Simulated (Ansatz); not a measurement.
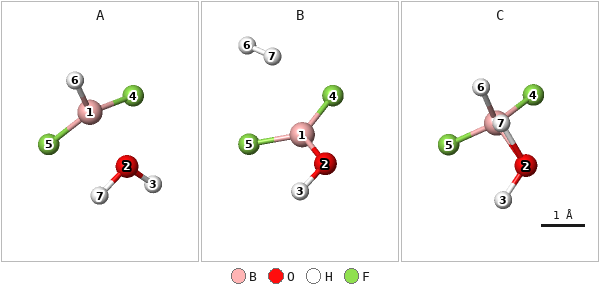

3 geometries from a converged minimum-energy path of BH3OF2, made up at the start of BHOF$_{2}$ and H₂, shuffled. A ball-and-stick model, seen from a free direction.

Level of theory: Ansatz, RKS CAM-B3LYP-D4/def2-mTZVP. Run with 7 movable images; climbing image; force threshold 0.05 eV/Å; iteration limit 60; starting path through a guess of the saddle point.

Q: Which frame is the transition state?

A: C. In order along the path, whose images run from 0 to 8: B (image 0, 0.0 kJ/mol), C (image 3, +211.6 kJ/mol), A (image 7, +76.2 kJ/mol). Breaking: B1–O2 (1.34 → 1.53 at the top → 1.79 Å), H6–H7 (0.74 → 1.04 at the top → 2.96 Å). Forming: B1–H6 (3.06 → 1.39 at the top → 1.19 Å), O2–H7 (3.03 → 1.25 at the top → 0.97 Å).

Limits of the set-up: the start holds two separate molecules, 3.0 Å apart at their closest, whose relative position is a soft coordinate.
